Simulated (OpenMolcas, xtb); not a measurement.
**How methods differ on Si2H4ClF (SMILES F[SiH]([SiH3])Cl)**

The species is Si2H4ClF (8 atoms), meant as a singlet with charge 0. SMILES: `F[SiH]([SiH3])Cl`. Geometry: relaxed at PBE0-D4/def2-TZVP.

Quantity: the HOMO–LUMO gap, in eV. The values are calculated.

| level | kind | program | value (eV) | CPU time |
| --- | --- | --- | --- | --- |
| GFN0-xTB | semi-empirical | xtb | 3.49 | under 2 s |
| HF/def2-SVP | Hartree–Fock | OpenMolcas | 14.42 | 11 s |
| SVWN5/def2-SVP | LDA | OpenMolcas | 5.81 | 28 s |
| revPBE/def2-SVP | GGA | OpenMolcas | 6.00 | 37 s |
| M06-L/def2-SVP | meta-GGA | OpenMolcas | 6.52 | 51 s |
| B3LYP/def2-SVP | global hybrid | OpenMolcas | 7.69 | 37 s |
| PBE0/def2-SVP | global hybrid | OpenMolcas | 8.05 | 35 s |
| B2PLYP/def2-SVP | double hybrid | OpenMolcas | 10.46 | 23 s |

The values span 3.49 to 14.42 eV. Orbital gaps aren't excitation energies, and those of double hybrids come from the SCF part alone; they tend to grow with the share of exact exchange. CPU times are rough (shared hosts, several kinds of processor): they show what a rung costs within a factor of a few.

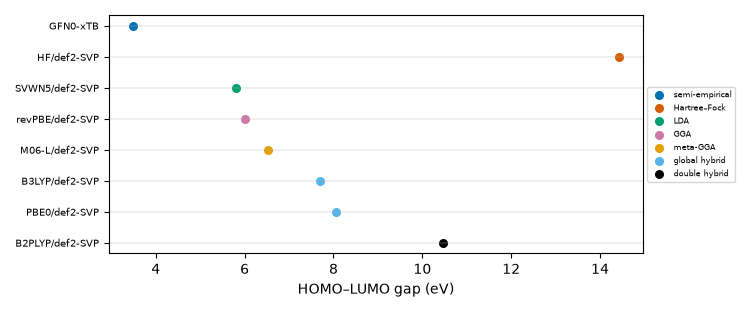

The values of the table, level by level.
